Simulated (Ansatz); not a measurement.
# Nudged elastic band of Si₂H₅ClO (part 1 of 2)

Si₂H₅ClO, computed with RKS r2SCAN-D4/def2-SVP (Ansatz 0.2.0).

It belongs to a series of runs on one base structure; here: band between the two ends.

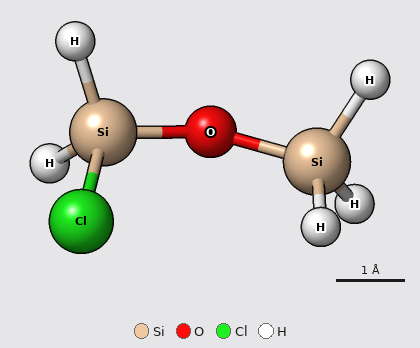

*The starting structure (ball-and-stick view, seen at a tilt).*

Bond lengths as drawn: Cl–Si 2.07 Å, H–Si 1.48 to 1.49 Å and O–Si 1.64 to 1.66 Å.

**Input file**
```yaml
crystal:
  periodic: [false, false, false]
  atoms:
    - { symbol: Si, position_ang: [0.40661, 1.53367, 0.265014] }
    - { symbol: O, position_ang: [-0.397809, 0.176376, -0.266008] }
    - { symbol: Si, position_ang: [-0.557086, -1.454344, -0.358806] }
    - { symbol: Cl, position_ang: [1.123473, -2.369204, 0.434938] }
    - { symbol: H, position_ang: [0.679941, 2.413811, -0.90506] }
    - { symbol: H, position_ang: [1.690156, 1.147478, 0.918156] }
    - { symbol: H, position_ang: [-0.454773, 2.258871, 1.241178] }
    - { symbol: H, position_ang: [-1.731532, -1.89436, 0.435423] }
    - { symbol: H, position_ang: [-0.67048, -1.858597, -1.781836] }
basis:
  gaussian: { orbitals: def2-SVP }
hamiltonian:
  xc: r2scan
  dispersion: d4
neb:
  order_check: false
  images: 7
  f_tol: 0.05
  max_iterations: 60
  final_atoms:
    - { symbol: Si, position_ang: [0.27585286, 1.37917974, 0.29310734] }
    - { symbol: O, position_ang: [-0.34657137, -0.00440144, -0.54385741] }
    - { symbol: Si, position_ang: [-0.73850384, -1.6074727, 0.6465864] }
    - { symbol: Cl, position_ang: [1.08753928, -2.51860681, -0.08733202] }
    - { symbol: H, position_ang: [0.73784688, 2.29906585, -0.78106662] }
    - { symbol: H, position_ang: [1.39872089, 0.97090789, 1.17289818] }
    - { symbol: H, position_ang: [-0.87004, 1.93312606, 1.04741051] }
    - { symbol: H, position_ang: [0.17246943, -0.3319572, -1.30232085] }
    - { symbol: H, position_ang: [-1.62881414, -2.1661404, -0.46242653] }
  initial_path:
    images:
      - { positions_ang: [[0.40661, 1.53367, 0.265014], [-0.397809, 0.176376, -0.266008], [-0.557086, -1.454344, -0.358806], [1.123473, -2.369204, 0.434938], [0.679941, 2.413811, -0.90506], [1.690156, 1.147478, 0.918156], [-0.454773, 2.258871, 1.241178], [-1.731532, -1.89436, 0.435423], [-0.67048, -1.858597, -1.781836]] }
      - { positions_ang: [[0.39923791, 1.49108792, 0.27755681], [-0.22605469, 0.07247068, -0.14176682], [-0.58657486, -1.443179, -0.3839712], [0.90982676, -2.57481329, 0.35208245], [0.62324525, 2.29747836, -0.95213157], [1.64132099, 1.32760236, 0.96546376], [-0.56477338, 2.17172306, 1.16047671], [-1.44717949, -1.67007943, 0.51130804], [-0.66054848, -1.71858967, -1.80601918]] }
      - { positions_ang: [[0.39186582, 1.44850584, 0.29009963], [-0.05430039, -0.03143464, -0.01752564], [-0.61606372, -1.432014, -0.40913641], [0.69618051, -2.78042258, 0.2692269], [0.5665495, 2.18114573, -0.99920313], [1.59248599, 1.50772671, 1.01277152], [-0.67477376, 2.08457513, 1.07977542], [-1.16282699, -1.44579886, 0.58719308], [-0.65061697, -1.57858233, -1.83020236]] }
      - { positions_ang: [[0.38449373, 1.40592376, 0.30264244], [0.11745392, -0.13533995, 0.10671555], [-0.64555258, -1.420849, -0.43430161], [0.48253427, -2.98603187, 0.18637135], [0.50985375, 2.06481309, -1.0462747], [1.54365098, 1.68785107, 1.06007928], [-0.78477414, 1.99742719, 0.99907413], [-0.87847448, -1.22151829, 0.66307811], [-0.64068545, -1.438575, -1.85438555]] }
      - { positions_ang: [[0.37712164, 1.36334168, 0.31518526], [0.28920822, -0.23924527, 0.23095673], [-0.67504144, -1.409684, -0.45946682], [0.26888803, -3.19164116, 0.1035158], [0.45315799, 1.94848046, -1.09334627], [1.49481597, 1.86797542, 1.10738703], [-0.89477452, 1.91027925, 0.91837284], [-0.59412197, -0.99723772, 0.73896315], [-0.63075393, -1.29856766, -1.87856873]] }
      - { positions_ang: [[0.35180445, 1.36730119, 0.30966578], [0.13026333, -0.18053431, 0.03725319], [-0.69090704, -1.45913117, -0.18295352], [0.47355084, -3.02338257, 0.05580385], [0.52433022, 2.03612681, -1.01527636], [1.4707922, 1.64370854, 1.12376482], [-0.88859089, 1.91599096, 0.95063226], [-0.40247412, -0.83091759, 0.22864215], [-0.88026898, -1.51546085, -1.52453318]] }
      - { positions_ang: [[0.32648725, 1.37126071, 0.3041463], [-0.02868157, -0.12182335, -0.15645034], [-0.70677264, -1.50857835, 0.09355979], [0.67821366, -2.85512399, 0.00809189], [0.59550244, 2.12377316, -0.93720644], [1.44676843, 1.41944165, 1.14014261], [-0.88240726, 1.92170266, 0.98289168], [-0.21082627, -0.66459746, -0.28167885], [-1.12978404, -1.73235403, -1.17049763]] }
      - { positions_ang: [[0.30117006, 1.37522023, 0.29862682], [-0.18762647, -0.06311239, -0.35015388], [-0.72263824, -1.55802552, 0.37007309], [0.88287647, -2.6868654, -0.03962006], [0.66667466, 2.21141951, -0.85913653], [1.42274466, 1.19517477, 1.1565204], [-0.87622363, 1.92741436, 1.0151511], [-0.01917842, -0.49827733, -0.79199985], [-1.37929909, -1.94924722, -0.81646208]] }
      - { positions_ang: [[0.27585286, 1.37917974, 0.29310734], [-0.34657137, -0.00440144, -0.54385741], [-0.73850384, -1.6074727, 0.6465864], [1.08753928, -2.51860681, -0.08733202], [0.73784688, 2.29906585, -0.78106662], [1.39872089, 0.97090789, 1.17289818], [-0.87004, 1.93312606, 1.04741051], [0.17246943, -0.3319572, -1.30232085], [-1.62881414, -2.1661404, -0.46242653]] }
```

Run on 2 threads of AMD EPYC (Zen 3), 16 GiB of memory available, shared host.

Run as:
```bash
ansatz run input.yaml --threads 2 --pin off --max-ram 3072MiB --backend cpu --events-out ev --progress --plain --runs-dir out
```

**Output**
```
Engine: ansatz 0.2.0, x86_64-unknown-linux-gnu
Functional definition: r2SCAN
  parameter k0 = 0.174
  parameter k1 = 0.065
  parameter a1 = 4.9479
  exchange = r2scan_x(k0 = k0, k1 = k1, a1 = a1)
  correlation = r2scan_c
1020 factors; their error is unknown
mean field evaluation 1: about -30391.7562 eV, gradient 4.9e1 eV
mean field evaluation 2: about -30375.6358 eV, gradient 1.0e2 eV
mean field evaluation 4: about -30395.9222 eV, gradient 2.9e0 eV
mean field evaluation 8: about -30395.9415 eV, gradient 3.4e-2 eV
mean field evaluation 16: about -30395.8626 eV, gradient 2.7e-5 eV
mean field -30395.86263598 eV, -1117.0273488166 hartree, gradient 2.7e-5 eV, S^2 0.000000; 0 other end points of the search recorded, 0 dependent functions left out
the calculation of the forces begins
reference -30395.86264622 eV, -1117.0273491930 hartree; 29, 29 occupied and 64, 64 virtual orbitals, 1020 factors
1020 factors; their error is unknown
mean field evaluation 32: about -30393.3910 eV, gradient 1.6e-5 eV
mean field -30393.39102787 eV, -1116.9365188938 hartree, gradient 1.6e-5 eV, S^2 0.000000; 0 other end points of the search recorded, 0 dependent functions left out
[... from here on the field's lines of each further geometry are left out, up to the last ...]
NEB iter   1: max|band force component| = 8.482e1 eV/Å  barrier→ = 23.3059 eV  barrier← = 20.8380 eV  Δτ_max = 0.1993 Å  (232 SCF iters)
NEB iter   2: max|band force component| = 2.211e1 eV/Å  barrier→ = 11.5434 eV  barrier← = 9.0754 eV  Δτ_max = 0.2000 Å  (231 SCF iters)
NEB iter   3: max|band force component| = 1.379e1 eV/Å  barrier→ = 7.8538 eV  barrier← = 5.3859 eV  Δτ_max = 0.1966 Å  (229 SCF iters)
NEB iter   4: max|band force component| = 7.017e0 eV/Å  barrier→ = 5.4717 eV  barrier← = 3.0038 eV  Δτ_max = 0.2000 Å  (224 SCF iters)
NEB iter   5: max|band force component| = 3.481e0 eV/Å  barrier→ = 4.3996 eV  barrier← = 1.9317 eV  Δτ_max = 0.1962 Å  (229 SCF iters)
NEB iter   6: max|band force component| = 2.658e0 eV/Å  barrier→ = 3.8700 eV  barrier← = 1.4020 eV  Δτ_max = 0.2000 Å  (224 SCF iters)
NEB iter   7: max|band force component| = 2.556e0 eV/Å  barrier→ = 3.7116 eV  barrier← = 1.2436 eV  Δτ_max = 0.2000 Å  (208 SCF iters)
NEB iter   8: max|band force component| = 2.606e0 eV/Å  barrier→ = 3.9866 eV  barrier← = 1.5187 eV  Δτ_max = 0.1029 Å  (218 SCF iters)
NEB iter   9: max|band force component| = 2.592e0 eV/Å  barrier→ = 4.2164 eV  barrier← = 1.7484 eV  Δτ_max = 0.0999 Å  (205 SCF iters)
NEB iter  10: max|band force component| = 2.434e0 eV/Å  barrier→ = 4.0315 eV  barrier← = 1.5636 eV  Δτ_max = 0.1018 Å  (207 SCF iters)
NEB iter  11: max|band force component| = 2.063e0 eV/Å  barrier→ = 3.7480 eV  barrier← = 1.2801 eV  Δτ_max = 0.1007 Å  (210 SCF iters)
NEB iter  12: max|band force component| = 2.828e0 eV/Å  barrier→ = 3.6221 eV  barrier← = 1.1542 eV  Δτ_max = 0.0503 Å  (207 SCF iters)
NEB iter  13: max|band force component| = 9.331e-1 eV/Å  barrier→ = 3.3932 eV  barrier← = 0.9253 eV  Δτ_max = 0.1015 Å  (207 SCF iters)
NEB iter  14: max|band force component| = 5.963e-1 eV/Å  barrier→ = 3.2620 eV  barrier← = 0.7940 eV  Δτ_max = 0.1000 Å  (206 SCF iters)
NEB iter  15: max|band force component| = 5.094e-1 eV/Å  barrier→ = 3.1782 eV  barrier← = 0.7102 eV  Δτ_max = 0.2000 Å  (204 SCF iters)
NEB iter  16: max|band force component| = 1.040e0 eV/Å  barrier→ = 3.5811 eV  barrier← = 1.1131 eV  Δτ_max = 0.1006 Å  (218 SCF iters)
NEB iter  17: max|band force component| = 9.554e-1 eV/Å  barrier→ = 3.6075 eV  barrier← = 1.1396 eV  Δτ_max = 0.1028 Å  (206 SCF iters)
NEB iter  18: max|band force component| = 6.167e-1 eV/Å  barrier→ = 3.5063 eV  barrier← = 1.0383 eV  Δτ_max = 0.1014 Å  (204 SCF iters)
NEB iter  19: max|band force component| = 5.973e-1 eV/Å  barrier→ = 3.4285 eV  barrier← = 0.9606 eV  Δτ_max = 0.0504 Å  (204 SCF iters)
NEB iter  20: max|band force component| = 7.881e-1 eV/Å  barrier→ = 3.3688 eV  barrier← = 0.9009 eV  Δτ_max = 0.0501 Å  (202 SCF iters)
NEB iter  21: max|band force component| = 8.436e-1 eV/Å  barrier→ = 3.2936 eV  barrier← = 0.8257 eV  Δτ_max = 0.0502 Å  (204 SCF iters)
NEB iter  22: max|band force component| = 6.873e-1 eV/Å  barrier→ = 3.2258 eV  barrier← = 0.7578 eV  Δτ_max = 0.1002 Å  (205 SCF iters)
NEB iter  23: max|band force component| = 8.647e-1 eV/Å  barrier→ = 3.1039 eV  barrier← = 0.6360 eV  Δτ_max = 0.1011 Å  (202 SCF iters)
NEB iter  24: max|band force component| = 5.353e-1 eV/Å  barrier→ = 2.9955 eV  barrier← = 0.5275 eV  Δτ_max = 0.2000 Å  (201 SCF iters)
NEB iter  25: max|band force component| = 1.395e0 eV/Å  barrier→ = 2.9007 eV  barrier← = 0.4327 eV  Δτ_max = 0.1001 Å  (220 SCF iters)
NEB iter  26: max|band force component| = 3.860e-1 eV/Å  barrier→ = 2.8220 eV  barrier← = 0.3541 eV  CI = image 3  Δτ_max = 0.2000 Å  (205 SCF iters)
NEB iter  27: max|band force component| = 1.555e0 eV/Å  barrier→ = 2.8737 eV  barrier← = 0.4057 eV  CI = image 3  Δτ_max = 0.1001 Å  (200 SCF iters)
NEB iter  28: max|band force component| = 1.680e0 eV/Å  barrier→ = 2.8788 eV  barrier← = 0.4109 eV  CI = image 3  Δτ_max = 0.1985 Å  (202 SCF iters)
NEB iter  29: max|band force component| = 1.694e0 eV/Å  barrier→ = 2.8774 eV  barrier← = 0.4095 eV  CI = image 3  Δτ_max = 0.1986 Å  (199 SCF iters)
NEB iter  30: max|band force component| = 1.631e0 eV/Å  barrier→ = 2.8871 eV  barrier← = 0.4192 eV  CI = image 3  Δτ_max = 0.1997 Å  (198 SCF iters)
NEB iter  31: max|band force component| = 1.590e0 eV/Å  barrier→ = 2.9618 eV  barrier← = 0.4938 eV  CI = image 3  Δτ_max = 0.1995 Å  (200 SCF iters)
NEB iter  32: max|band force component| = 1.470e0 eV/Å  barrier→ = 3.0436 eV  barrier← = 0.5757 eV  CI = image 3  Δτ_max = 0.1967 Å  (198 SCF iters)
NEB iter  33: max|band force component| = 1.499e0 eV/Å  barrier→ = 3.5512 eV  barrier← = 1.0833 eV  CI = image 3  Δτ_max = 0.1005 Å  (210 SCF iters)
NEB iter  34: max|band force component| = 1.405e0 eV/Å  barrier→ = 3.4841 eV  barrier← = 1.0161 eV  CI = image 3  Δτ_max = 0.2000 Å  (202 SCF iters)
NEB iter  35: max|band force component| = 1.198e0 eV/Å  barrier→ = 3.3801 eV  barrier← = 0.9122 eV  CI = image 3  Δτ_max = 0.1974 Å  (197 SCF iters)
NEB iter  36: max|band force component| = 8.841e-1 eV/Å  barrier→ = 3.3480 eV  barrier← = 0.8801 eV  CI = image 3  Δτ_max = 0.1548 Å  (204 SCF iters)
NEB iter  37: max|band force component| = 6.009e-1 eV/Å  barrier→ = 3.4235 eV  barrier← = 0.9555 eV  CI = image 3  Δτ_max = 0.0803 Å  (195 SCF iters)
NEB iter  38: max|band force component| = 5.327e-1 eV/Å  barrier→ = 3.3746 eV  barrier← = 0.9067 eV  CI = image 3  Δτ_max = 0.1727 Å  (201 SCF iters)
NEB iter  39: max|band force component| = 1.687e-1 eV/Å  barrier→ = 3.3730 eV  barrier← = 0.9050 eV  CI = image 3  Δτ_max = 0.1118 Å  (202 SCF iters)
NEB iter  40: max|band force component| = 3.276e-1 eV/Å  barrier→ = 3.3624 eV  barrier← = 0.8945 eV  CI = image 3  Δτ_max = 0.0564 Å  (204 SCF iters)
NEB iter  41: max|band force component| = 2.488e-1 eV/Å  barrier→ = 3.3535 eV  barrier← = 0.8856 eV  CI = image 3  Δτ_max = 0.0568 Å  (202 SCF iters)
NEB iter  42: max|band force component| = 1.822e-1 eV/Å  barrier→ = 3.3463 eV  barrier← = 0.8784 eV  CI = image 3  Δτ_max = 0.0564 Å  (205 SCF iters)
NEB iter  43: max|band force component| = 1.033e-1 eV/Å  barrier→ = 3.3416 eV  barrier← = 0.8737 eV  CI = image 3  Δτ_max = 0.0563 Å  (204 SCF iters)
NEB iter  44: max|band force component| = 6.180e-2 eV/Å  barrier→ = 3.3389 eV  barrier← = 0.8710 eV  CI = image 3  Δτ_max = 0.0565 Å  (199 SCF iters)
```
